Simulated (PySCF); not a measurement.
**C₃H₇OP: electronic excitations and core binding energies**

Wanted: the electronic excitations and core binding energies of C₃H₇OP (`CPC(C)=O`), by calculation.

Computed with PySCF 2.14.0, with density-fitted response routines of our own, on a single molecule in the gas phase. Atoms count from 0, in the outputs and in this text.

## (1) The molecule as given

12 atoms, charge 0, multiplicity 1; geometry from: GFN2-xTB.

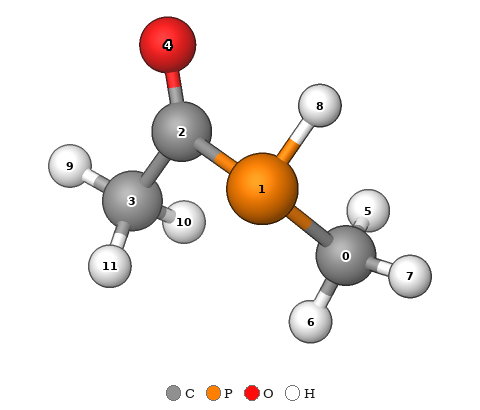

The starting geometry (carbon grey, phosphorus orange, oxygen red, hydrogen white), atoms numbered.

## (2) Excited states and response: PBE0/def2-SVPD

Job settings and geometry (Å):

```
{"job": {"kind": "uv", "xc": "PBE0", "basis": "def2-SVPD", "nstates": 8, "ntriplets": 3}, "charge": 0, "multiplicity": 1}
C     -1.640014     0.194419    -0.244810
P     -0.340715     1.426163     0.244541
C      0.996119     0.245845     0.768917
C      1.428074    -0.750031    -0.270784
O      1.506088     0.352208     1.854151
H     -1.725571    -0.612204     0.480586
H     -1.405995    -0.212243    -1.226745
H     -2.588990     0.722512    -0.311955
H     -0.791090     1.628312     1.549424
H      2.403947    -1.160156    -0.020126
H      0.704864    -1.564166    -0.306247
H      1.454481    -0.271346    -1.248820
```

Method: TDDFT PBE0/def2-SVPD, vertical, gas phase, core orbitals frozen in the response.

Command:

```sh
OMP_NUM_THREADS=1 python probes_run.py task.json out
```

The driver reads the jobs from task.json and runs them one after another.

**Question.** This job is followed by: delta-SCF UKS SCAN, pcX-2 on the ionised atom, pcseg-1 elsewhere, spin-free X2C. Predict these results of the whole session: lowest singlet (PBE0/def2-SVPD); brightest single state of those computed; lowest triplet; surface potential, least and greatest; C1s binding energies, SCAN/pcX-2; P1s binding energies, SCAN/pcX-2; P2p binding energies, SCAN/pcX-2; O1s binding energies, SCAN/pcX-2.

The runs gave:

| quantity | value |
| --- | --- |
| lowest singlet (PBE0/def2-SVPD) | 3.90 eV (318 nm), f = 0.009 |
| brightest single state of those computed | state 5, 6.65 eV, f = 0.081 |
| lowest triplet | 3.23 eV |
| surface potential, least and greatest | -1.63 V and 1.17 V |
| C1s binding energies, SCAN/pcX-2 | C2 293.04, C3 291.08, C0 290.94 eV |
| P1s binding energies, SCAN/pcX-2 | P1 2149.94 eV |
| P2p binding energies, SCAN/pcX-2 | P1 136.71 eV |
| O1s binding energies, SCAN/pcX-2 | O4 537.47 eV |

**Reading.** The first singlet state (HOMO→LUMO 0.88, HOMO−1→LUMO 0.09) lies at 3.90 eV and is weak; of the 8 states computed, the strongest absorption comes from state 5 at 6.65 eV (the last state computed is bright too, and its partners may lie past the list). The lowest triplet lies 0.67 eV below the lowest singlet (triplets in Tamm-Dancoff, singlets in full TDDFT). By nearest atom (PBE0/def2-SVPD), the HOMO sits on O4 37 %; P1 35 % and the LUMO on C2 43 %; O4 27 %. C2 (carbonyl carbon) binds its C1s electron 2.10 eV more tightly than C0 (methyl carbon bonded to P).
